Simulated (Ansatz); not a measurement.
# H2OSZn + AsH3: a complex and its separated parts, part 2 of 2

Ansatz 0.2.0, Gaussian basis. The steps go on from the part before.

### 13 CAM-B3LYP-D4/def2-TZVPP

The inputs:

parta/in.yaml

```yaml
crystal:
  periodic: [false, false, false]
  atoms:
    - {symbol: Zn, position_ang: [0.284367, 0.376474, -1.342224]}
    - {symbol: S, position_ang: [2.384791, 0.081802, -0.995131]}
    - {symbol: O, position_ang: [-1.459527, 0.502948, -1.636452]}
    - {symbol: H, position_ang: [2.268834, 0.299531, 0.326799]}
    - {symbol: H, position_ang: [-1.784965, 1.382003, -1.837415]}
basis:
  gaussian: {orbitals: def2-TZVPP}
hamiltonian: {xc: {name: CAM-B3LYP}, dispersion: d4}
```

partb/in.yaml

```yaml
crystal:
  periodic: [false, false, false]
  atoms:
    - {symbol: H, position_ang: [-0.720163, -1.359241, 0.338766]}
    - {symbol: As, position_ang: [-0.931969, -0.784573, 1.731655]}
    - {symbol: H, position_ang: [-0.538206, 0.611679, 1.272640]}
    - {symbol: H, position_ang: [0.496838, -1.110521, 2.141363]}
basis:
  gaussian: {orbitals: def2-TZVPP}
hamiltonian: {xc: {name: CAM-B3LYP}, dispersion: d4}
```

Each run has its own folder and the same command.

On the command line:

```
> ansatz run in.yaml --threads 8 --pin off --events-out ev --progress --plain --max-ram 19148MiB
```

Output in parta, shortened:

```text
Functional definition: CAM-B3LYP
  name "CAM-B3LYP"
  cite "Yanai, Tew & Handy, Chem. Phys. Lett. 393, 51 (2004) doi:10.1016/j.cplett.2004.06.011"
  cite "Iikura, Tsuneda, Yanai & Hirao, J. Chem. Phys. 115, 3540 (2001) doi:10.1063/1.1383587"
  cite "Becke, Phys. Rev. A 38, 3098 (1988) doi:10.1103/PhysRevA.38.3098"
  cite "Lee, Yang & Parr, Phys. Rev. B 37, 785 (1988) doi:10.1103/PhysRevB.37.785"
[...]
1111 factors; their error is unknown
185 factors; integrals over basis functions are off by at most 7.5e-5 eV
[...]
mean field -61340.37640045 eV, -2254.2172547160 hartree, gradient 3.0e-5 eV, S^2 0.000000; 0 other end points of the search recorded, 0 dependent functions left out
reference -61340.37651141 eV, -2254.2172587937 hartree; 28, 28 occupied and 137, 137 virtual orbitals, 1111 factors
Total energy: -61340.44242431 eV, -2254.2196810483 hartree
```

Log of partb, shortened:

```text
[... 6 set-up lines as earlier in the session ...]
[...]
  # Exact exchange under (alpha + beta erf(omega r))/r, Becke's under what is left of 1/r.
[...]
586 factors; their error is unknown
134 factors; integrals over basis functions are off by at most 8.9e-6 eV
[...]
mean field -60893.16893864 eV, -2237.7826836225 hartree, gradient 8.5e-5 eV, S^2 0.000000; 0 other end points of the search recorded, 0 dependent functions left out
reference -60893.16903568 eV, -2237.7826871889 hartree; 18, 18 occupied and 72, 72 virtual orbitals, 586 factors
Total energy: -60893.19591267 eV, -2237.7836749001 hartree
```

They took 2.5 s (parta), 0.81 s (partb) on 8 threads of Intel Xeon at 2.50GHz, shared host; peak memory 0.52 GiB.

### 14 wB97X-V/def2-TZVPP

The same edit goes into each in.yaml of step 13 (parta, partb):

```diff
-hamiltonian: {xc: {name: CAM-B3LYP}, dispersion: d4}
+hamiltonian: {xc: {name: wB97X-V}}
```

The same command starts each run, in its folder.

On the command line:

```
> ansatz run in.yaml --threads 8 --pin off --events-out ev --progress --plain --max-ram 19148MiB
```

parta printed, shortened:

```text
Functional definition: wB97X-V
  name "wB97X-V"
  cite "Mardirossian & Head-Gordon, Phys. Chem. Chem. Phys. 16, 9904 (2014) doi:10.1039/C3CP54374A"
[... 2 set-up lines as earlier in the session ...]
[...]
      + integral(e_c_pw_opposite_spin*poly(b97_u_opposite, cos0, cos1)) + vv10(b, c)
1096 factors; their error is unknown
180 factors; integrals over basis functions are off by at most 3.0e-5 eV
[...]
mean field -61330.66388750 eV, -2253.8603264484 hartree, gradient 4.4e-5 eV, S^2 0.000000; 0 other end points of the search recorded, 0 dependent functions left out
reference -61330.66388553 eV, -2253.8603263763 hartree; 28, 28 occupied and 137, 137 virtual orbitals, 1096 factors
Total energy: -61330.66388553 eV, -2253.8603263763 hartree
```

partb printed, shortened:

```text
[... 5 set-up lines as earlier in the session ...]
[...]
      + integral(e_c_pw_opposite_spin*poly(b97_u_opposite, cos0, cos1)) + vv10(b, c)
586 factors; their error is unknown
123 factors; integrals over basis functions are off by at most 1.8e-5 eV
[...]
mean field -60884.22857512 eV, -2237.4541313234 hartree, gradient 3.0e-5 eV, S^2 0.000000; 0 other end points of the search recorded, 0 dependent functions left out
reference -60884.22857380 eV, -2237.4541312749 hartree; 18, 18 occupied and 72, 72 virtual orbitals, 586 factors
Total energy: -60884.22857380 eV, -2237.4541312749 hartree
```

They took 4.2 s (parta), 1.3 s (partb) on 8 threads of Intel Xeon at 2.50GHz, shared host; peak memory 0.52 GiB.

### 15 wB97M-V/def2-TZVPP

Each input of step 14 (parta, partb) changes in the same lines:

```diff
-hamiltonian: {xc: {name: wB97X-V}}
+hamiltonian: {xc: {name: wB97M-V}}
```

Each run has its own folder and the same command.

On the command line:

```
> ansatz run in.yaml --threads 8 --pin off --events-out ev --progress --plain --max-ram 19148MiB
```

parta printed, shortened:

```text
Functional definition: wB97M-V
  name "wB97M-V"
  cite "Mardirossian & Head-Gordon, J. Chem. Phys. 144, 214110 (2016) doi:10.1063/1.4952647"
[... 2 set-up lines as earlier in the session ...]
  # Of w^i u^j: cxij and so on, Table III.
[...]
  gx(w, u) = 1 - cx + cx01*u + cx10*w
[...]
      + integral(e_c_pw_mod_opposite_spin*gos(b97_w_opposite, b97_u_opposite)) + vv10(b, c)
1096 factors; their error is unknown
180 factors; integrals over basis functions are off by at most 3.0e-5 eV
[...]
mean field -61333.75843602 eV, -2253.9740490092 hartree, gradient 4.2e-5 eV, S^2 0.000000; 0 other end points of the search recorded, 0 dependent functions left out
reference -61333.75848410 eV, -2253.9740507759 hartree; 28, 28 occupied and 137, 137 virtual orbitals, 1096 factors
Total energy: -61333.75848410 eV, -2253.9740507759 hartree
```

Log of partb, shortened:

```text
[... 5 set-up lines as earlier in the session ...]
  # Of w^i u^j: cxij and so on, Table III.
[...]
  gx(w, u) = 1 - cx + cx01*u + cx10*w
[...]
      + integral(e_c_pw_mod_opposite_spin*gos(b97_w_opposite, b97_u_opposite)) + vv10(b, c)
581 factors; their error is unknown
123 factors; integrals over basis functions are off by at most 1.8e-5 eV
[...]
mean field -60886.05495020 eV, -2237.5212493695 hartree, gradient 7.2e-6 eV, S^2 0.000000; 0 other end points of the search recorded, 0 dependent functions left out
reference -60886.05498212 eV, -2237.5212505426 hartree; 18, 18 occupied and 72, 72 virtual orbitals, 581 factors
Total energy: -60886.05498212 eV, -2237.5212505426 hartree
```

They took 4.1 s (parta), 1.4 s (partb) on 8 threads of Intel Xeon at 2.50GHz, shared host; peak memory 0.52 GiB.

### 16 B2PLYP/def2-TZVPP

Edit parta/in.yaml of step 15 so:

```diff
@@ -10,2 +10,3 @@
   gaussian: {orbitals: def2-TZVPP}
-hamiltonian: {xc: {name: wB97M-V}}
+hamiltonian: {xc: {name: B2PLYP}}
+correlation: {frozen_orbitals: {H: 0, O: 1, S: 5, Zn: 9}}
```

Edit partb/in.yaml of step 15 so:

```diff
@@ -9,2 +9,2 @@
   gaussian: {orbitals: def2-TZVPP}
-hamiltonian: {xc: {name: wB97M-V}}
+hamiltonian: {xc: {name: B2PLYP}}
```

The same command starts each run, in its folder.

On the command line:

```
> ansatz run in.yaml --threads 8 --pin off --events-out ev --progress --plain --max-ram 19148MiB
```

Log of parta, shortened:

```text
Functional definition: B2PLYP
  name "B2PLYP"
  cite "Grimme, J. Chem. Phys. 124, 034108 (2006) doi:10.1063/1.2148954"
[... 2 set-up lines as earlier in the session ...]
[...]
1049 factors; integrals over basis functions are off by at most 1.2e-3 eV
[...]
mean field -61317.14684728 eV, -2253.3635843827 hartree, gradient 4.1e-6 eV, S^2 0.000000; 0 other end points of the search recorded, 0 dependent functions left out
15 core orbitals not correlated: weight in the atoms' cores, before any rotation towards them, 1.000 or more for the frozen orbitals, at most 0.000 for the correlated occupied ones
reference -61317.14698989 eV, -2253.3635896233 hartree; 13, 13 occupied and 137, 137 virtual orbitals, 1049 factors
second order -30.25930809 eV of doubles, -0.00000000 eV of singles
Total energy: -61325.31700307 eV, -2253.6638320700 hartree
```

Output in partb, shortened:

```text
[... 5 set-up lines as earlier in the session ...]
[...]
537 factors; integrals over basis functions are off by at most 1.1e-3 eV
[...]
mean field -60877.05028800 eV, -2237.1903341372 hartree, gradient 9.4e-6 eV, S^2 0.000000; 0 other end points of the search recorded, 0 dependent functions left out
9 core orbitals not correlated: weight in the atoms' cores, before any rotation towards them, 1.000 or more for the frozen orbitals, at most 0.000 for the correlated occupied ones
reference -60877.05041441 eV, -2237.1903387826 hartree; 9, 9 occupied and 72, 72 virtual orbitals, 537 factors
second order -9.43907187 eV of doubles, -0.00000000 eV of singles
Total energy: -60879.59896381 eV, -2237.2839962458 hartree
```

They took 3.4 s (parta), 1 s (partb) on 8 threads of Intel Xeon at 2.50GHz, shared host; peak memory 0.52 GiB.

### 17 PBE-QIDH/def2-TZVPP

Each input of step 16 (parta, partb) changes in the same lines:

```diff
-hamiltonian: {xc: {name: B2PLYP}}
+hamiltonian: {xc: {name: PBE-QIDH}}
```

One command serves all of them, each in its own folder.

On the command line:

```
> ansatz run in.yaml --threads 8 --pin off --events-out ev --progress --plain --max-ram 19148MiB
```

Output in parta, shortened:

```text
Functional definition: PBE-QIDH
  name "PBE-QIDH"
  cite "Brémond, Sancho-García, Pérez-Jiménez & Adamo, J. Chem. Phys. 141, 031101 (2014) doi:10.1063/1.4890314"
[... 1 set-up line as earlier in the session ...]
[...]
1049 factors; integrals over basis functions are off by at most 1.2e-3 eV
[...]
mean field -61306.22162388 eV, -2252.9620898281 hartree, gradient 9.0e-6 eV, S^2 0.000000; 0 other end points of the search recorded, 0 dependent functions left out
15 core orbitals not correlated: weight in the atoms' cores, before any rotation towards them, 1.000 or more for the frozen orbitals, at most 0.000 for the correlated occupied ones
reference -61306.22163583 eV, -2252.9620902674 hartree; 13, 13 occupied and 137, 137 virtual orbitals, 1049 factors
second order -28.17125207 eV of doubles, -0.00000000 eV of singles
Total energy: -61315.61205319 eV, -2253.3071817402 hartree
```

Output in partb, shortened:

```text
[... 4 set-up lines as earlier in the session ...]
[...]
537 factors; integrals over basis functions are off by at most 1.1e-3 eV
[...]
mean field -60870.65583625 eV, -2236.9553423697 hartree, gradient 3.9e-6 eV, S^2 0.000000; 0 other end points of the search recorded, 0 dependent functions left out
9 core orbitals not correlated: weight in the atoms' cores, before any rotation towards them, 1.000 or more for the frozen orbitals, at most 0.000 for the correlated occupied ones
reference -60870.65584519 eV, -2236.9553426984 hartree; 9, 9 occupied and 72, 72 virtual orbitals, 537 factors
second order -8.78918966 eV of doubles, -0.00000000 eV of singles
Total energy: -60873.58557508 eV, -2237.0630082859 hartree
```

They took 3.3 s (parta), 0.96 s (partb) on 8 threads of Intel Xeon at 2.50GHz, shared host; peak memory 0.52 GiB.

### 18 RPA on PBE/def2-TZVPP

Edit parta/in.yaml of step 17 so:

```diff
@@ -10,3 +10,3 @@
   gaussian: {orbitals: def2-TZVPP}
-hamiltonian: {xc: {name: PBE-QIDH}}
-correlation: {frozen_orbitals: {H: 0, O: 1, S: 5, Zn: 9}}
+hamiltonian: {xc: pbe}
+correlation: {method: rpa, frozen_orbitals: {H: 0, O: 1, S: 5, Zn: 9}}
```

Edit partb/in.yaml of step 17 so:

```diff
@@ -9,2 +9,3 @@
   gaussian: {orbitals: def2-TZVPP}
-hamiltonian: {xc: {name: PBE-QIDH}}
+hamiltonian: {xc: pbe}
+correlation: {method: rpa}
```

One command serves all of them, each in its own folder.

On the command line:

```
> ansatz run in.yaml --threads 8 --pin off --events-out ev --progress --plain --max-ram 19148MiB
```

parta printed, shortened:

```text
[... 4 set-up lines as earlier in the session ...]
[...]
1049 factors; integrals over basis functions are off by at most 1.2e-3 eV
[...]
mean field -61323.59483465 eV, -2253.6005435478 hartree, gradient 1.5e-6 eV, S^2 0.000000; 0 other end points of the search recorded, 0 dependent functions left out
15 core orbitals not correlated: weight in the atoms' cores, before any rotation towards them, 1.000 or more for the frozen orbitals, at most 0.000 for the correlated occupied ones
reference -61263.59013527 eV, -2251.3954115182 hartree; 13, 13 occupied and 137, 137 virtual orbitals, 1049 factors
Total energy: -61299.16483442 eV, -2252.7027575985 hartree
```

partb printed, shortened:

```text
[... 4 set-up lines as earlier in the session ...]
[...]
537 factors; integrals over basis functions are off by at most 1.1e-3 eV
[...]
mean field -60880.50686269 eV, -2237.3173609143 hartree, gradient 3.9e-7 eV, S^2 0.000000; 0 other end points of the search recorded, 0 dependent functions left out
9 core orbitals not correlated: weight in the atoms' cores, before any rotation towards them, 1.000 or more for the frozen orbitals, at most 0.000 for the correlated occupied ones
reference -60842.13965677 eV, -2235.9073921028 hartree; 9, 9 occupied and 72, 72 virtual orbitals, 537 factors
Total energy: -60855.12625631 eV, -2236.3846408332 hartree
```

Times: 2.8 s (parta), 0.91 s (partb) on 8 threads of Intel Xeon at 2.50GHz, shared host; peak memory 0.52 GiB.

### 19 CCSD(T)/def2-TZVPP

Edit parta/in.yaml of step 18 so:

```diff
@@ -10,3 +10,2 @@
   gaussian: {orbitals: def2-TZVPP}
-hamiltonian: {xc: pbe}
-correlation: {method: rpa, frozen_orbitals: {H: 0, O: 1, S: 5, Zn: 9}}
+correlation: {method: ccsd_t, frozen_orbitals: {H: 0, O: 1, S: 5, Zn: 9}}
```

Edit partb/in.yaml of step 18 so:

```diff
@@ -9,3 +9,2 @@
   gaussian: {orbitals: def2-TZVPP}
-hamiltonian: {xc: pbe}
-correlation: {method: rpa}
+correlation: {method: ccsd_t}
```

The same command starts each run, in its folder.

On the command line:

```
> ansatz run in.yaml --threads 8 --pin off --events-out ev --progress --plain --max-ram 19148MiB
```

Output in parta, shortened:

```text
Functional definition: HF
  name "HF"
  cite "Fock, Z. Phys. 61, 126 (1930) doi:10.1007/BF01340294"
[... 1 set-up line as earlier in the session ...]
[...]
1049 factors; integrals over basis functions are off by at most 1.2e-3 eV
[...]
mean field -61265.37974274 eV, -2251.4611783798 hartree, gradient 9.9e-6 eV, S^2 0.000000; 0 other end points of the search recorded, 0 dependent functions left out
15 core orbitals not correlated: weight in the atoms' cores, before any rotation towards them, 1.000 or more for the frozen orbitals, at most 0.000 for the correlated occupied ones
reference -61265.37974274 eV, -2251.4611783798 hartree; 13, 13 occupied and 137, 137 virtual orbitals, 1049 factors
second order -25.32076279 eV of doubles, -0.00000000 eV of singles
cycle   1  -23.68662363 eV  change     1.6e0 eV  update   1.3e-1
[...]
cycle  11  -24.51041316 eV  change    3.2e-5 eV  update   7.9e-6
perturbative correction -0.87309852 eV, -0.0320857787 hartree
Total energy: -61290.76325441 eV, -2252.3940052282 hartree
```

Log of partb, shortened:

```text
[... 4 set-up lines as earlier in the session ...]
[...]
537 factors; integrals over basis functions are off by at most 1.1e-3 eV
[...]
mean field -60842.78562069 eV, -2235.9311308391 hartree, gradient 2.2e-6 eV, S^2 0.000000; 1 other end points of the search recorded, 0 dependent functions left out
9 core orbitals not correlated: weight in the atoms' cores, before any rotation towards them, 1.000 or more for the frozen orbitals, at most 0.000 for the correlated occupied ones
reference -60842.78562069 eV, -2235.9311308391 hartree; 9, 9 occupied and 72, 72 virtual orbitals, 537 factors
second order -7.80787963 eV of doubles, -0.00000000 eV of singles
cycle   1  -7.98508918 eV  change   -1.8e-1 eV  update   6.8e-2
[...]
cycle   8  -8.29511417 eV  change   -1.6e-5 eV  update   1.7e-5
perturbative correction -0.26429237 eV, -0.0097125655 hartree
Total energy: -60851.34502724 eV, -2236.2456832278 hartree
```

Wall times: 16 s (parta), 1.8 s (partb) on 8 threads of Intel Xeon at 2.50GHz, shared host; peak memory 1.3 GiB.

### 20 Vibrations of H2OSZn

vib-parta/in.yaml

```yaml
crystal:
  periodic: [false, false, false]
  atoms:
    - {symbol: Zn, position_ang: [0.284367, 0.376474, -1.342224]}
    - {symbol: S, position_ang: [2.384791, 0.081802, -0.995131]}
    - {symbol: O, position_ang: [-1.459527, 0.502948, -1.636452]}
    - {symbol: H, position_ang: [2.268834, 0.299531, 0.326799]}
    - {symbol: H, position_ang: [-1.784965, 1.382003, -1.837415]}
basis:
  gaussian: {orbitals: def2-TZVP}
hamiltonian: {xc: pbe0, dispersion: d4}
phonons: {temperatures: {t_min: 298.15, t_max: 900, t_step: 200}}
```

On the command line:

```
> ansatz run in.yaml --threads 8 --pin off --events-out ev --progress --plain --max-ram 19148MiB
```

The program printed, shortened:

```text
[... 5 set-up lines as earlier in the session ...]
[...]
1051 factors; their error is unknown
[...]
mean field -61324.80939211 eV, -2253.6451777114 hartree, gradient 5.7e-5 eV, S^2 0.000000; 0 other end points of the search recorded, 0 dependent functions left out
[...]
Atom 2 at    -1.459527     0.502948    -1.636452 Å, force    -0.000669     0.000515    -0.000287 eV/Å
Atom 3 at     2.268834     0.299531     0.326799 Å, force     0.000010     0.000019    -0.000077 eV/Å
Atom 4 at    -1.784965     1.382003    -1.837415 Å, force     0.001092    -0.000817     0.000351 eV/Å
Dipole moment:    -0.005023     0.308045     0.103809 e Å
Vibrations: 128.17 134.24 162.85 391.02 660.73 689.84 757.56 2703.63 3910.86 cm⁻¹, zero-point energy 0.591337 eV
```

It took 43 s on 8 threads of Intel Xeon at 2.50GHz, shared host; peak memory 0.52 GiB.

Wavenumbers and character of the modes:

```tsv
mode	wavenumber (cm⁻¹)	character
1	128	bend
2	134	bend
3	163	not assigned (largely outside the bonds, angles and torsions drawn)
4	391	Zn–S stretch
5	661	bend
6	690	Zn–O stretch
7	758	bend
8	2704	S–H stretch
9	3911	O–H stretch
```

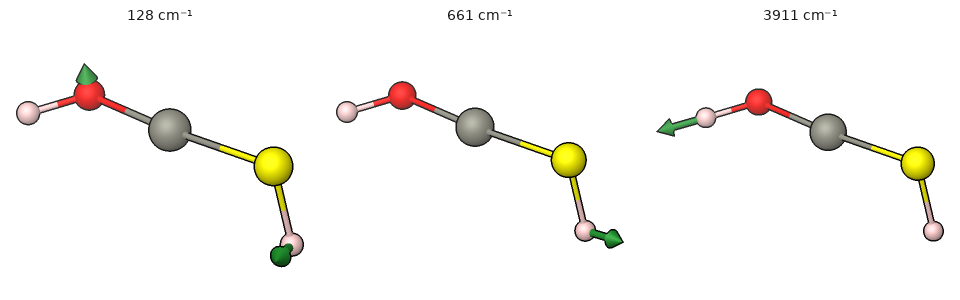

How the atoms move in 3 of the modes.

Vibrational sums (real modes only):

```tsv
T (K)	entropy (J/mol/K)	heat capacity (J/mol/K)
298	43.1	40.6
498	66.5	50.2
698	84.3	54.8
898	98.5	58.1
```

### 21 Vibrations of AsH3

vib-partb/in.yaml

```yaml
crystal:
  periodic: [false, false, false]
  atoms:
    - {symbol: H, position_ang: [-0.720163, -1.359241, 0.338766]}
    - {symbol: As, position_ang: [-0.931969, -0.784573, 1.731655]}
    - {symbol: H, position_ang: [-0.538206, 0.611679, 1.272640]}
    - {symbol: H, position_ang: [0.496838, -1.110521, 2.141363]}
basis:
  gaussian: {orbitals: def2-TZVP}
hamiltonian: {xc: pbe0, dispersion: d4}
phonons: {temperatures: {t_min: 298.15, t_max: 900, t_step: 200}}
```

On the command line:

```
> ansatz run in.yaml --threads 8 --pin off --events-out ev --progress --plain --max-ram 19148MiB
```

The program printed, shortened:

```text
[... 5 set-up lines as earlier in the session ...]
[...]
555 factors; their error is unknown
[...]
mean field -60882.34397110 eV, -2237.3848734030 hartree, gradient 5.8e-6 eV, S^2 0.000000; 0 other end points of the search recorded, 0 dependent functions left out
[...]
Atom 1 at    -0.931969    -0.784573     1.731655 Å, force    -0.000600    -0.000300     0.001312 eV/Å
Atom 2 at    -0.538206     0.611679     1.272640 Å, force     0.000540     0.001515     0.000423 eV/Å
Atom 3 at     0.496838    -1.110521     2.141363 Å, force    -0.000457     0.000219    -0.000784 eV/Å
Dipole moment:     0.056934     0.013855    -0.040349 e Å
Vibrations: 921.09 1017.97 1018.00 2215.61 2229.18 2229.50 cm⁻¹, zero-point energy 0.597067 eV
```

Wall time 14 s (8 threads of Intel Xeon at 2.50GHz, shared host); peak memory 0.52 GiB.

The modes, with what each moves most:

```tsv
mode	wavenumber (cm⁻¹)	character
1	921	bend
2	1018	bend
3	1018	bend
4	2216	As–H stretch
5	2229	As–H stretch
6	2230	As–H stretch
```

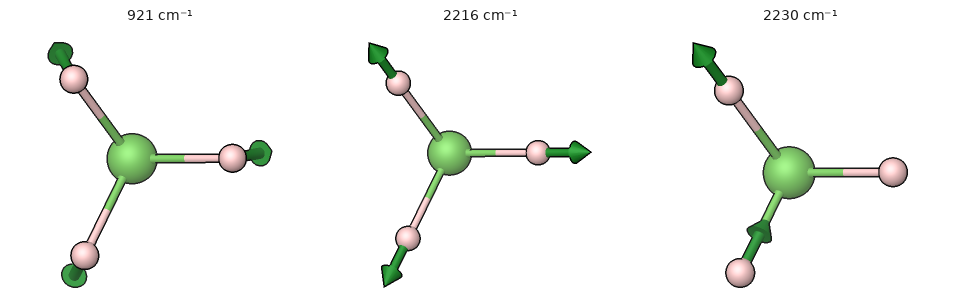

How the atoms move in 3 of the modes.

Vibrational sums (real modes only):

```tsv
T (K)	entropy (J/mol/K)	heat capacity (J/mol/K)
298	1.3	5.0
498	6.2	14.9
698	12.6	23.3
898	19.3	29.8
```

### 22 Complex less separated parts

The complex's own energies come from single points at the same levels.

Rows are in def2-TZVPP; times add the 3 runs of a level on a shared host, so small differences are noise.

Differences are taken before rounding.

```tsv
method	rung	complex less parts (kJ/mol)	from CCSD(T) (kJ/mol)	time
SPW92	LDA	-26.0	-14.6	5 s
PBE-D4	GGA	-16.0	-4.6	6 s
BLYP-D4	GGA	-13.3	-2.0	5.9 s
r2SCAN-D4	meta-GGA	-16.8	-5.4	9.7 s
B97M-V	meta-GGA	-13.9	-2.5	14 s
PBE0-D4	hybrid	-15.2	-3.9	9.1 s
B3LYP-D4	hybrid	-13.8	-2.5	8 s
r2SCAN0-D4	hybrid	-16.3	-4.9	12 s
BHLYP-D4	hybrid	-15.3	-3.9	8 s
CAM-B3LYP-D4	range-separated hybrid	-12.3	-0.9	9.8 s
wB97X-V	range-separated hybrid	-12.4	-1.0	16 s
wB97M-V	range-separated hybrid	-14.6	-3.3	17 s
B2PLYP	double hybrid	-4.1	+7.2	14 s
PBE-QIDH	double hybrid	-10.0	+1.4	14 s
RPA on PBE	RPA	-7.2	+4.2	12 s
Hartree-Fock	wavefunction	5.6	+17.0	
MP2	wavefunction	-11.2	+0.2	
CCSD	wavefunction	-8.4	+2.9	
CCSD(T)	wavefunction	-11.3	0	3.7 min
```

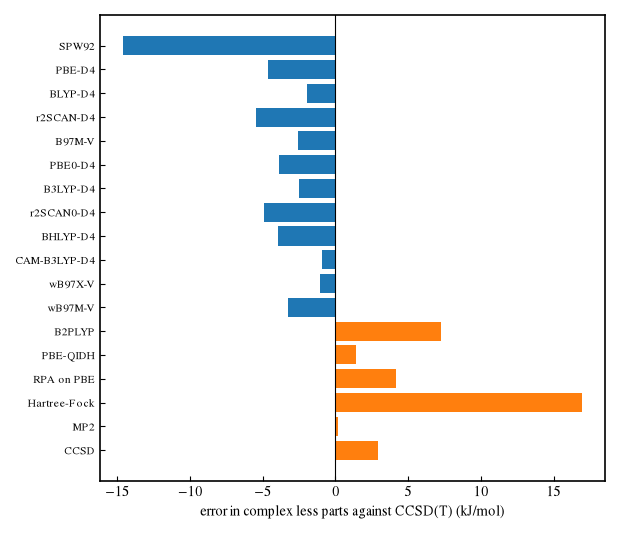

How far each level lands from CCSD(T).

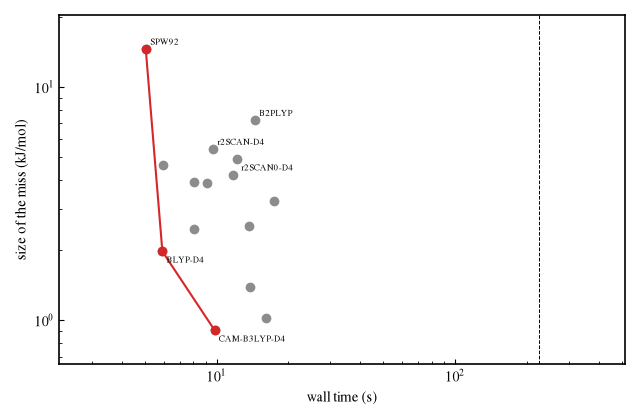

Miss against cost. Red marks the levels that no quicker level drawn beats (of those quicker than the yardstick), and the dashed line is the time of CCSD(T). Only those levels and the largest misses are named. Times are from a shared host.

CAM-B3LYP-D4 reaches 0.9 kJ/mol from the reference in 9.8 s, where CCSD(T) took 3.7 min; the quickest level in the cost chart, SPW92, takes 5 s and misses by 14.6 kJ/mol.

The complex's zero-point energy, from a separate PBE0-D4 run, is 1.221 eV.

### 23 Results

This closing draws on all 2 parts.

```
                              quantity         value
complex less parts, CCSD(T)/def2-TZVPP  -11.3 kJ/mol
                with zero-point energy   -8.2 kJ/mol
                 largest T1 diagnostic         0.016
```

**Reading.** At CCSD(T) the complex lies 11.3 kJ/mol below its parts. The functionals run from CAM-B3LYP-D4, off by -0.9 kJ/mol, to SPW92, off by -14.6 kJ/mol, against CCSD(T). Mean unsigned error by rung: LDA 14.6, GGA 3.3, meta-GGA 4.0, hybrid 3.8, range-separated hybrid 1.7, double hybrid 4.3 kJ/mol. The double hybrids carry no dispersion term here, unlike the levels marked D4 or V. PBE-D4 gives a relative energy 4.6 kJ/mol too low, an error of 41 % of the reference. No counterpoise was applied, and triple zeta lacks some correlation, so the CCSD(T) reference has a basis error of its own, and close matches with it are partly luck.
